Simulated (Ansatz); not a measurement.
## RbLi2V: relaxing a made-up structure

This structure for RbLi2V is made up. Its elements were placed in a known structure type with a cell scaled to their sizes. What cell does the guess relax to, and how far off was it?

Main program and level: Ansatz 0.2.0; DFT, PBEsol, plane-wave PAW, files of the set soft_1, scalar-relativistic, ferromagnetic start, cell and ions relaxed at zero pressure; PAW set soft_1, in the first sound run; inputs show where later runs differ.

In doubt: warnings of the run leave room for a lower electronic state, so energies may not be the lowest and differences between runs may mislead.

### Step 1. The structure

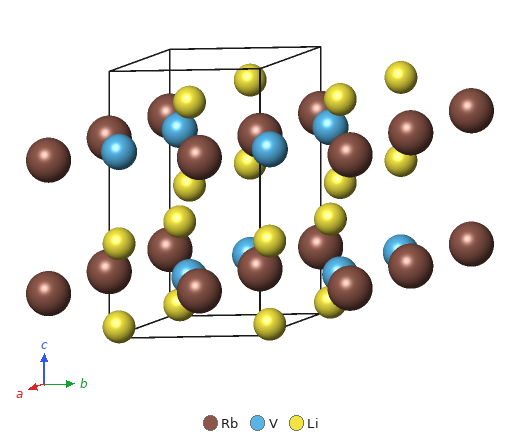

The cell as given, slightly off an axis (rubidium brown, vanadium blue, lithium yellow). 2×2×1 cells are drawn. Some periodic images of atoms are drawn too.

### Step 2. Relaxation of the guess

The guess takes its coordinates from another compound and its volume from a rule, so the cell and any free coordinates are relaxed together.

File input.yaml:

```yaml
crystal:
  lattice:
    - [5.293, 0.0, 0.0]
    - [-2.6465, 4.583872462, 0.0]
    - [0.0, 0.0, 9.429]
  atoms:
    - { symbol: Rb, position: [0.0, 0.0, 0.75] }
    - { symbol: Rb, position: [0.0, 0.0, 0.25] }
    - { symbol: V, position: [0.666666667, 0.333333333, 0.75], spin: 2.0 }
    - { symbol: V, position: [0.333333333, 0.666666667, 0.25], spin: 2.0 }
    - { symbol: Li, position: [0.666666667, 0.333333333, 0.4057] }
    - { symbol: Li, position: [0.333333333, 0.666666667, 0.9057] }
    - { symbol: Li, position: [0.666666667, 0.333333333, 0.0943] }
    - { symbol: Li, position: [0.333333333, 0.666666667, 0.5943] }
magnetization:
  spin_polarized: true
kpoints:
  mp_grid: { grid: [6, 6, 3] }
scf:
  occupations: { method: fermi_dirac, width: 0.05 }
hamiltonian:
  xc: pbesol
  pseudopotentials: { kind: paw, azcp: { folder: soft_1 }, xc_functional: pbe }
relax:
  f_tol: 0.015
  max_steps: 70
  cell: {}
output:
  forces: true
  stress: true
```

Command:

```bash
$ ansatz run input.yaml --threads 4 --pin off --max-ram 10240MiB --backend cpu --events-out ev --progress --plain --runs-dir out
```

Numbers of over 12 decimals in the logs are rounded to 6 here.

Log:

```text
Engine: ansatz 0.2.0, x86_64-unknown-linux-gnu
Pseudopotentials: kind: paw
Pseudopotential: Rb, paw, valence charge 9, recommended cutoff 420 eV (normal), soft_1/Rb.paw.azcp
Pseudopotential: V, paw, valence charge 13, recommended cutoff 420 eV (normal), soft_1/V.paw.azcp
Pseudopotential: Li, paw, valence charge 3, recommended cutoff 420 eV (normal), soft_1/Li.paw.azcp
Functional definition: PBEsol
  exchange = pbesol_x
  correlation = pbesol_c
Crystal: 8 atoms, lattice volume = 228.771 Å³
Basis set: ecut = 420 eV, 4453 PW (Γ), exchange–correlation on 72×72×128 points (8 copies of the dense FFT grid, shifted against one another)
Bands: 38, of which v1, the nominal top of the filled ones, is band 28 counted from 1 (27 counted from 0)
Symmetry: 24 space group operations
Space group: P63/mmc (ITA 194), of the structure as read, at distance tolerance 6.1e-5 Å
Magnetic group: BNS 194.263 (UNI 1493), of the structure as read, at distance tolerance 6.1e-5 Å
k-points: 14 of 108
Non-local potential: Rb, projectors of the file, l = 0: 3, l = 1: 2, l = 2: 2
Non-local potential: V, projectors of the file, l = 0: 3, l = 1: 2, l = 2: 3, l = 3: 1
Non-local potential: Li, projectors of the file, l = 0: 3, l = 1: 2, l = 2: 1
PAW form: soft (Blöchl's): semilocal exchange-correlation on the pseudo side does not see the compensation charge
PAW frozen core: Rb, regenerated for the run's functional, and the local potential with it (the file was generated under x = pbe(κ = 0.804, μ = 0.219515), c = pbe(β = 0.066725))
PAW frozen core: V, regenerated for the run's functional, and the local potential with it (the file was generated under x = pbe(κ = 0.804, μ = 0.219515), c = pbe(β = 0.066725))
PAW one-centre angular grid: Rb, 110 points (default); XC on 64 Gauss nodes
PAW one-centre angular grid: V, 590 points (default); XC on 64 Gauss nodes
PAW one-centre angular grid: Li, 110 points (default); XC on 64 Gauss nodes
Initial density: superposition of atomic densities (chi_scale 0.1, normalization cell, long waves kept (reshape's long-wave potential 0.00 eV rms))
Starting moments: Σ|m| = 4 μB on 2 of 8 sites
Initial wavefunctions: pseudopotential atomic-orbital guess
Functional: x = pbesol(κ = 0.804, μ = 0.123457), c = pbesol(β = 0.046)
iter 1 solved again at ethr=2.60e-3 eV; its pass at ethr=3.10e-3 eV (dr2=1.46e0 eV) is discarded
SCF iter   1: F=—  HF=-13006.503248 eV  |F-HF|=—  |Δ(HF+E_count)|=         —  Δρ=1.80e-2 (↑1.01e-2 ↓1.80e-2)  dr2=1.47e0  dr2_m=3.09e-1  M=5.730 μB ∫|m|=5.793 μB  β_m=0.30  ethr=2.60e-3  ⟨swp⟩=1.0  Hψ=5523  notcnv=0
Mixer restart at iter 1: flushing history
preconditioner: auto → Kerker (q_TF=auto, 2.158 Å⁻¹)  [metal: Δε(μ)=0.003 eV  Ē_g=6.344 eV  σ=0.050 eV  W_gap=0.01  n_scr=36 (ndim 8)  ℏωp=13.0 eV  f_vac=0.000  D(μ)=21.08/eV (n_scr^D=246)]
spin=Collinear: Kerker preconditioning applied to the charge; magnetization (m = ρ↑ − ρ↓) channel mixes plain (no charge-response kernel on spin).
SCF iter   2: F=—  HF=-13006.276911 eV  |F-HF|=—  |Δ(HF+E_count)|=   2.26e-1  Δρ=1.75e-2 (↑1.75e-2 ↓1.41e-2)  dr2=6.51e-1  dr2_m=4.69e-1  M=6.234 μB ∫|m|=6.307 μB  β_m=0.65  ethr=2.60e-3  ⟨swp⟩=2.0  Hψ=1448  notcnv=0
SCF iter   3: F=—  HF=-13006.926385 eV  |F-HF|=—  |Δ(HF+E_count)|=   6.49e-1  Δρ=2.18e-2 (↑2.18e-2 ↓1.01e-2)  dr2=7.92e-1  dr2_m=5.08e-1  M=7.326 μB ∫|m|=7.381 μB  β_m=0.13  ethr=1.16e-3  ⟨swp⟩=2.1  Hψ=1411  notcnv=0  defer=1
SCF iter   4: F=—  HF=-13007.542825 eV  |F-HF|=—  |Δ(HF+E_count)|=   6.16e-1  Δρ=1.26e-2 (↑1.26e-2 ↓9.89e-3)  dr2=2.71e-1  dr2_m=2.52e-1  M=7.735 μB ∫|m|=7.769 μB  β_m=0.58  ethr=1.16e-3  ⟨swp⟩=2.5  Hψ=1687  notcnv=0  defer=2
SCF iter   5: F=—  HF=-13008.326397 eV  |F-HF|=—  |Δ(HF+E_count)|=         —  Δρ=8.17e-3 (↑8.17e-3 ↓5.00e-3)  dr2=3.93e-2  dr2_m=8.84e-2  M=9.232 μB ∫|m|=9.232 μB  β_m=0.58  ethr=4.84e-4  ⟨swp⟩=3.6  Hψ=2458  notcnv=0  defer=15
SCF iter   6: F=—  HF=-13008.282066 eV  |F-HF|=—  |Δ(HF+E_count)|=   4.43e-2  Δρ=8.91e-3 (↑8.91e-3 ↓3.04e-3)  dr2=1.92e-1  dr2_m=7.21e-2  M=9.084 μB ∫|m|=9.085 μB  β_m=0.17  ethr=7.03e-5  ⟨swp⟩=3.4  Hψ=2356  notcnv=0  defer=33
SCF iter   7: F=—  HF=-13008.286607 eV  |F-HF|=—  |Δ(HF+E_count)|=   4.54e-3  Δρ=5.20e-3 (↑5.20e-3 ↓2.12e-3)  dr2=7.36e-2  dr2_m=2.65e-2  M=9.073 μB ∫|m|=9.073 μB  β_m=0.35  ethr=7.03e-5  ⟨swp⟩=2.1  Hψ=1492  notcnv=0  defer=36
SCF iter   8: F=—  HF=-13008.315569 eV  |F-HF|=—  |Δ(HF+E_count)|=   2.90e-2  Δρ=2.44e-3 (↑2.44e-3 ↓1.38e-3)  dr2=1.34e-2  dr2_m=6.87e-3  M=9.201 μB ∫|m|=9.201 μB  β_m=0.82  ethr=7.03e-5  ⟨swp⟩=2.5  Hψ=1644  notcnv=0  defer=37
SCF iter   9: F=—  HF=-13008.316627 eV  |F-HF|=—  |Δ(HF+E_count)|=   1.06e-3  Δρ=5.17e-3 (↑5.17e-3 ↓2.38e-3)  dr2=3.61e-2  dr2_m=2.95e-2  M=9.345 μB ∫|m|=9.345 μB  β_m=0.91  ethr=2.40e-5  ⟨swp⟩=2.4  Hψ=1608  notcnv=0  defer=47  recentre
SCF iter  10: F=—  HF=-13008.313345 eV  |F-HF|=—  |Δ(HF+E_count)|=   3.28e-3  Δρ=1.87e-3 (↑1.87e-3 ↓6.42e-4)  dr2=6.60e-3  dr2_m=3.20e-3  M=9.329 μB ∫|m|=9.329 μB  β_m=0.95  ethr=2.40e-5  ⟨swp⟩=2.1  Hψ=1477  notcnv=0  defer=45
SCF iter  11: F=—  HF=-13008.312581 eV  |F-HF|=—  |Δ(HF+E_count)|=   7.64e-4  Δρ=1.12e-4 (↑1.12e-4 ↓4.61e-5)  dr2=5.30e-5  dr2_m=9.18e-6  M=9.336 μB ∫|m|=9.336 μB  β_m=0.98  ethr=1.18e-5  ⟨swp⟩=2.0  Hψ=1362  notcnv=0  defer=48
SCF iter  12: F=—  HF=-13008.312582 eV  |F-HF|=—  |Δ(HF+E_count)|=   6.67e-7  Δρ=1.80e-5 (↑1.80e-5 ↓1.66e-5)  dr2=2.38e-6  dr2_m=2.18e-7  M=9.335 μB ∫|m|=9.335 μB  β_m=0.99  ethr=9.46e-8  ⟨swp⟩=2.4  Hψ=1544  notcnv=0  defer=48
SCF iter  13: F=—  HF=-13008.312583 eV  |F-HF|=—  |Δ(HF+E_count)|=   1.58e-6  Δρ=7.10e-6 (↑7.10e-6 ↓4.13e-6)  dr2=3.11e-7  dr2_m=2.51e-8  M=9.333 μB ∫|m|=9.333 μB  β_m=0.99  ethr=4.25e-9  ⟨swp⟩=2.0  Hψ=1313  notcnv=0  defer=48
SCF iter  14: F=—  HF=-13008.312583 eV  |F-HF|=—  |Δ(HF+E_count)|=   1.42e-7  Δρ=1.20e-6 (↑1.20e-6 ↓7.50e-7)  dr2=2.08e-8  dr2_m=4.40e-10  M=9.333 μB ∫|m|=9.333 μB  β_m=1.00  ethr=5.56e-10  ⟨swp⟩=2.1  Hψ=1593  notcnv=0  defer=48
SCF iter  15: F=-13008.312583 eV  HF=-13008.312583 eV  |F-HF|=3.01e-9  |Δ(HF+E_count)|=  8.97e-10  Δρ=9.69e-7 (↑9.69e-7 ↓2.70e-7)  dr2=5.04e-9  dr2_m=4.46e-10  M=9.333 μB ∫|m|=9.333 μB  ethr=3.71e-11  ⟨swp⟩=2.0  Hψ=2770  notcnv=0
SCF 1 converged in 15 iterations: F = -13008.312583 eV  dr2 = 5.04e-9
  greatest PAW one-centre occupation: 1.000 electrons in one spin orbital (limit 2), on the Li atom at site 6 (counted from 0), in its partial waves of l = 0
[...]
SCF iter   1: F=—  HF=-13008.867774 eV  |F-HF|=—  |Δ(HF+E_count)|=         —  Δρ=3.93e-4 (↑3.93e-4 ↓2.13e-4)  dr2=3.65e-5  dr2_m=2.27e-5  M=9.403 μB ∫|m|=9.403 μB  β_m=0.65  ethr=6.56e-8  ⟨swp⟩=4.2  Hψ=7721  notcnv=0
preconditioner: auto → Kerker (q_TF=auto, 1.822 Å⁻¹)  [metal: Δε(μ)=0.025 eV  Ē_g=7.207 eV  σ=0.050 eV  W_gap=0.13  n_scr=22 (ndim 8)  ℏωp=12.6 eV  f_vac=0.000  D(μ)=6.90/eV (n_scr^D=42)]
spin=Collinear: Kerker preconditioning applied to the charge; magnetization (m = ρ↑ − ρ↓) channel mixes plain (no charge-response kernel on spin).
SCF iter   2: F=—  HF=-13008.869787 eV  |F-HF|=—  |Δ(HF+E_count)|=   2.01e-3  Δρ=1.38e-4 (↑1.38e-4 ↓7.69e-5)  dr2=4.32e-6  dr2_m=2.60e-6  M=9.402 μB ∫|m|=9.402 μB  β_m=0.64  ethr=6.52e-8  ⟨swp⟩=2.0  Hψ=1496  notcnv=0
SCF iter   3: F=—  HF=-13008.870040 eV  |F-HF|=—  |Δ(HF+E_count)|=   2.53e-4  Δρ=1.87e-5 (↑1.87e-5 ↓6.61e-6)  dr2=6.84e-7  dr2_m=3.04e-7  M=9.402 μB ∫|m|=9.402 μB  β_m=0.82  ethr=7.71e-9  ⟨swp⟩=2.0  Hψ=1587  notcnv=0
SCF iter   4: F=—  HF=-13008.870045 eV  |F-HF|=—  |Δ(HF+E_count)|=   5.36e-6  Δρ=8.86e-6 (↑8.86e-6 ↓3.17e-6)  dr2=4.96e-7  dr2_m=4.21e-8  M=9.403 μB ∫|m|=9.403 μB  β_m=0.91  ethr=1.22e-9  ⟨swp⟩=2.2  Hψ=1728  notcnv=0
SCF iter   5: F=—  HF=-13008.870047 eV  |F-HF|=—  |Δ(HF+E_count)|=   1.62e-6  Δρ=5.50e-6 (↑5.50e-6 ↓1.29e-6)  dr2=2.01e-7  dr2_m=1.61e-8  M=9.403 μB ∫|m|=9.403 μB  β_m=0.96  ethr=8.85e-10  ⟨swp⟩=2.1  Hψ=1323  notcnv=0
SCF iter   6: F=—  HF=-13008.870047 eV  |F-HF|=—  |Δ(HF+E_count)|=   2.55e-7  Δρ=5.72e-6 (↑5.72e-6 ↓9.71e-7)  dr2=9.42e-8  dr2_m=1.61e-8  M=9.404 μB ∫|m|=9.404 μB  β_m=0.80  ethr=3.59e-10  ⟨swp⟩=2.5  Hψ=2015  notcnv=0
SCF iter   7: F=—  HF=-13008.870047 eV  |F-HF|=—  |Δ(HF+E_count)|=   9.28e-8  Δρ=1.06e-6 (↑1.06e-6 ↓4.03e-7)  dr2=3.69e-9  dr2_m=7.16e-10  M=9.404 μB ∫|m|=9.404 μB  β_m=0.90  ethr=1.68e-10  ⟨swp⟩=2.1  Hψ=1715  notcnv=0
SCF iter   8: F=—  HF=-13008.870051 eV  |F-HF|=—  |Δ(HF+E_count)|=   3.47e-6  Δρ=1.07e-6 (↑1.07e-6 ↓7.60e-7)  dr2=2.10e-9  dr2_m=1.01e-9  M=9.404 μB ∫|m|=9.404 μB  β_m=0.95  ethr=6.60e-12  ⟨swp⟩=3.0  Hψ=2184  notcnv=0
SCF iter   9: F=—  HF=-13008.870051 eV  |F-HF|=—  |Δ(HF+E_count)|=   3.56e-9  Δρ=9.48e-7 (↑9.48e-7 ↓6.51e-7)  dr2=1.50e-9  dr2_m=7.76e-10  M=9.404 μB ∫|m|=9.404 μB  β_m=0.98  ethr=3.75e-12  ⟨swp⟩=2.0  Hψ=1257  notcnv=0
SCF iter  10: F=—  HF=-13008.870051 eV  |F-HF|=—  |Δ(HF+E_count)|=   4.99e-9  Δρ=6.49e-7 (↑6.49e-7 ↓4.35e-7)  dr2=6.84e-10  dr2_m=3.53e-10  M=9.404 μB ∫|m|=9.404 μB  β_m=0.99  ethr=2.68e-12  ⟨swp⟩=2.0  Hψ=1369  notcnv=0
SCF iter  11: F=—  HF=-13008.870051 eV  |F-HF|=—  |Δ(HF+E_count)|=   3.02e-9  Δρ=3.14e-7 (↑3.14e-7 ↓2.12e-7)  dr2=1.53e-10  dr2_m=8.31e-11  M=9.404 μB ∫|m|=9.404 μB  β_m=0.99  ethr=1.22e-12  ⟨swp⟩=2.0  Hψ=1584  notcnv=0
SCF iter  12: F=—  HF=-13008.870051 eV  |F-HF|=—  |Δ(HF+E_count)|=  9.08e-10  Δρ=6.56e-8 (↑6.56e-8 ↓4.64e-8)  dr2=6.69e-12  dr2_m=3.74e-12  M=9.404 μB ∫|m|=9.404 μB  β_m=1.00  ethr=1.00e-12  ⟨swp⟩=2.0  Hψ=1368  notcnv=0
SCF iter  13: F=-13008.870051 eV  HF=-13008.870051 eV  |F-HF|=3.64e-12  |Δ(HF+E_count)|=  4.55e-11  Δρ=3.73e-8 (↑3.73e-8 ↓7.73e-9)  dr2=5.76e-12  dr2_m=8.16e-13  M=9.404 μB ∫|m|=9.404 μB  ethr=1.00e-12  ⟨swp⟩=2.9  Hψ=2878  notcnv=0
SCF 6 converged in 13 iterations: F = -13008.870051 eV  dr2 = 5.76e-12
relax step   6: F+E_penalty+E_count = -13008.87005054 eV  Δ(F+E_penalty+E_count) = -2.929e-3 eV  max|allowed force component| = 2.819e-5 eV/Å  Δτ_max = 0.0000 Å  P = +0.014 GPa  Ω = 241.644 Å³  stress off target by 3.20e-2 GPa  SCF on the basis re-selected at this cell (its energy is not comparable with the rows above)  (13 SCF iters)
basis re-selected at this cell: Δ(F+E_penalty+E_count) = -2.929e-3 eV, ΔP = +0.026 GPa vs the last step (what re-selecting the basis moved, of the pressure what is left beyond the Pulay correction that the steps carried, after the strain that the cell walked since its last selection, with what the two solves' SCF thresholds leave and, on support functions, any second-order correction that the steps lacked; it is no measure of the basis error at this ecutwfc). The dense FFT grid was sized anew with the basis: this SCF ran on 40×40×60 points, the steps before it on 36×36×64, so part of this shift can come from that change (see relax.cell in the input reference). [rest of the remark cut]
WARN: an SCF from antiferromagnetic starting moments (0.00, 0.00, -3.23, 3.23, 0.00, 0.00, 0.00, 0.00 Bohr magnetons, atom by atom) was not made, by what the run has read of turns of its moments that order reads lower: the deck asks for what bars it, or types moments that do (magnetization.spin_polarized, in the input reference, names some of the keys), or the run goes by scf.lower_state_search: light, the default, which as a rule tries one only behind a close that has lost an order of both signs, or on which an open d or half-filled 4f shell of a PAW file has lost a moment that was set nearer to Hund's than to what is left; [rest of the remark cut]
SCF converged after 13 iterations
Magnetization: 9.4039 μB (32.7019 up, 23.2981 down)
Absolute magnetization: 9.4039 μB (∫|ρ↑−ρ↓|, with the PAW one-centre terms)
Spin contamination: 0.1130 ħ² per cell (⟨S²⟩ above its minimum at these occupations)
Per-site moments (μB) at R_I (Å): [(0.076548, 1.355531), (0.076548, 1.355531), (3.187802, 1.167709), (3.187802, 1.167709), (0.075878, 1.167709), (0.075878, 1.167709), (0.075878, 1.167709), (0.075878, 1.167709)]
Free energy (F): -13008.870051 eV
Harris-Foulkes:  -13008.870051 eV  (|F-HF|=3.64e-12)
Internal energy: -13008.808932 eV  (E = F + TS)
E sigma→0 (E₀):  -13008.839492 eV
Entropy (-TS):   -0.061118 eV (-7.640 meV/atom)
Fermi energy:    3.631798 eV
--- Per-component energies (eV) ---
  E_band       = -1122.248542
  E_kinetic    = 1012.400758
  E_local      = -5549.947933  (includes V_loc(G=0)·N_el)
  E_nonlocal   = 483.055915
  E_hartree    = 2047.804009
  E_xc         = -497.767500
  E_vxc        = -578.121404  (∫ρ·V_xc dr)
  E_paw        = -7444.946811  (= ΣΔE_a)
  E_vpaw       = -585.247276  (= ΣTr[D̂ρ^β])
  E_aug_tail   = 0.003193  (compensation charges beyond the density's cutoff)
  E_ewald      = -3059.957265
  E_core_change = 0.546701  (= ΣΔE_core)
  E_smearing   = -0.061118  (= −TS)
  E_closure    = -0.000000  (closes the sum)
  Σ components = -13008.870051   (vs F -13008.870051, Δ=0.00e0)
--- Forces (eV/Å), atoms counted from 1 ---
  atom   1  Rb    -0.00000000    -0.00000000    -0.00000000
  atom   2  Rb     0.00000000     0.00000000     0.00000000
  atom   3  V      0.00000000     0.00000000     0.00000000
  atom   4  V     -0.00000000    -0.00000000    -0.00000000
  atom   5  Li    -0.00000000     0.00000000    -0.00002819
  atom   6  Li     0.00000000    -0.00000000    -0.00002819
  atom   7  Li    -0.00000000     0.00000000     0.00002819
  atom   8  Li     0.00000000    -0.00000000     0.00002819
  max |Σ_I F_I| component: 7.52e-18 eV/Å
--- Stress (GPa, compression-positive) ---
        0.032022       0.000000       0.000000
        0.000000       0.032022       0.000000
        0.000000       0.000000      -0.021233
  P = ⅓ Tr σ = 0.0143 GPa (0.143 kbar)
--- Relaxed structure (5 steps of the walk, 5 accepted, 1 SCFs on fresh bases) ---
  F+E_penalty+E_count = -13008.87005054 eV   max|allowed force component| = 2.819e-5 eV/Å   (the final SCF, on the basis selected at the relaxed cell)
  cell:  # Å, volume = 241.6438 Å³
    - [5.691756, 0, 0.0]
    - [-2.845878, 4.929205, 0.0]
    - [0.0, 0.0, 8.612960]
  atoms:
    - { symbol: Rb, position: [0, 0, 0.75] }
    - { symbol: Rb, position: [0, 0, 0.25] }
    - { symbol: V, position: [0.666667, 0.333333, 0.75] }
    - { symbol: V, position: [0.333333, 0.666667, 0.25] }
    - { symbol: Li, position: [0.666667, 0.333333, 0.421331] }
    - { symbol: Li, position: [0.333333, 0.666667, 0.921331] }
    - { symbol: Li, position: [0.666667, 0.333333, 0.078669] }
    - { symbol: Li, position: [0.333333, 0.666667, 0.578669] }
```

The job ended after 22 s (4 threads of AMD EPYC 7B13 (Zen 3), shared host; peak memory 0.8 GiB).

Step by step:

| step | energy less that of the first step (eV) | largest force component (eV/Å) | pressure (GPa) | volume (Å³) |
| --- | --- | --- | --- | --- |
| 1 | 0.0000 | 0.3643 | 0.88 | 228.77 |
| 2 | -0.4299 | 0.0636 | 0.56 | 231.15 |
| 3 | -0.5383 | 0.1275 | 0.34 | 236.06 |
| 4 | -0.5530 | 0.0311 | -0.12 | 243.57 |
| 5 | -0.5545 | 0.0001 | -0.01 | 241.64 |
| 6* | -0.5575 | 0.0000 | 0.01 | 241.64 |

Relaxation steps marked * repeat the geometry before them on a plane-wave basis chosen anew for their cell, so energy and pressure can jump there.

Forces are held to the 24 operations that the run works with; a distortion that breaks them can't arise in this run.

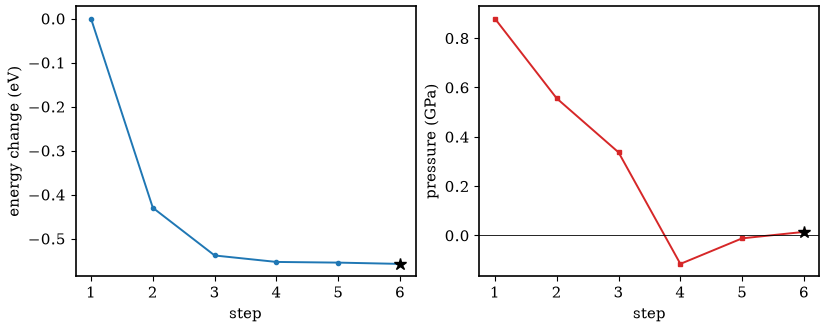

Energy and pressure along the relaxation. Stars mark steps on a basis chosen anew.

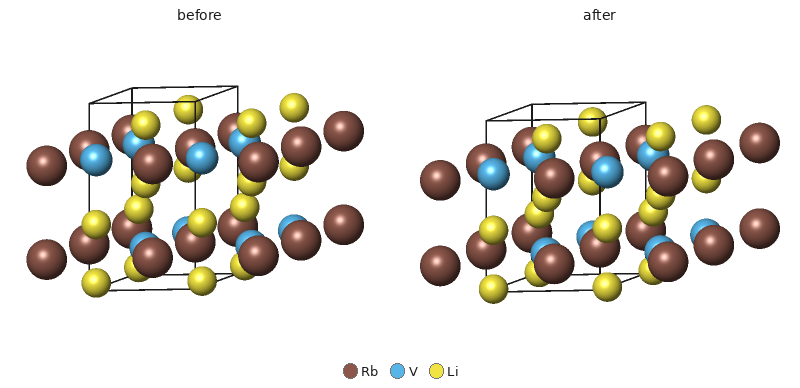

Before and after, at one scale.

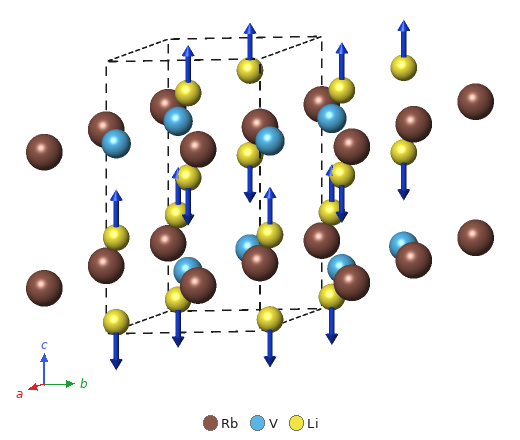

Displacements in the relaxation, exaggerated, measured against the changing cell; the longest in the cell stands for 0.13 Å. 2×2×1 cells are drawn. Some periodic images of atoms are drawn too.

| conventional cell, symmetrised | before | after | change |
| --- | --- | --- | --- |
| a (Å) | 5.293 | 5.692 | +7.5 % |
| b (Å) | 5.293 | 5.692 | +7.5 % |
| c (Å) | 9.429 | 8.613 | -8.7 % |
| volume (Å³/atom) | 28.60 | 30.21 | +5.6 % |

The atoms that moved most (Å, as changes of fractional coordinates times the final cell):

| atom | dx | dy | dz | length |
| --- | --- | --- | --- | --- |
| Li7 | 0.000 | 0.000 | -0.135 | 0.135 |
| Li8 | 0.000 | 0.000 | -0.135 | 0.135 |
| Li5 | 0.000 | 0.000 | 0.135 | 0.135 |
| Li6 | 0.000 | 0.000 | 0.135 | 0.135 |

Numbers from this step:

```
free energy             : -13008.8701 eV
energy at zero smearing : -13008.8395 eV
smearing term TS        : 0.06112 eV
Fermi energy            : 3.632 eV
magnetization           : 9.404 μB
absolute magnetization  : 9.404 μB
site moments            : 0.07655, 0.07655, 3.188, 3.188, 0.07588, 0.07588, 0.07588, 0.07588 μB
electrons               : 56
symmetry operations     : 24
pressure                : 0.01427 GPa
```

Site moment by atom:

| atom | site moment (μB) |
| --- | --- |
| Rb1 | 0.08 |
| Rb2 | 0.08 |
| V3 | 3.19 |
| V4 | 3.19 |
| Li5 | 0.08 |
| Li6 | 0.08 |
| Li7 | 0.08 |
| Li8 | 0.08 |

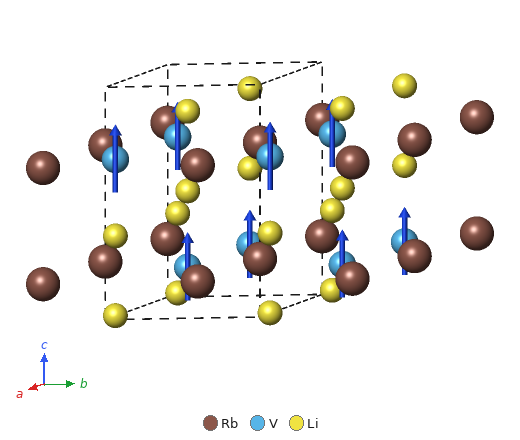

Site moment as arrows, the longest 3.19 μB. Up and down stand for the sign. Arrows give size and sign along the axis of quantisation, drawn up and down the page. 2×2×1 cells are drawn. Some periodic images of atoms are drawn too.

Shortest distances by pair of elements, guess and relaxed (not always the same contact):

| pair | guess (Å) | relaxed (Å) |
| --- | --- | --- |
| Li–V | 3.246 | 2.831 |
| Li–Li | 2.936 | 2.951 |
| Rb–V | 3.056 | 3.286 |
| Li–Rb | 3.390 | 3.602 |
| Rb–Rb | 4.714 | 4.306 |

The relaxation ends with a largest force component of 2.8e-5 eV/Å and a pressure of 0.01 GPa.

(Continued in part 2 of 2.)

[Logs are printed without paths, hosts, clocks, repeated set-up lines and the standing remarks that a program may print on its own settings, such as how far it seeks lower states.]

[Hosts, paths, dates, database ids (printed as entryN), source tags and the programs' standing remarks are cut or masked in the printed files.]
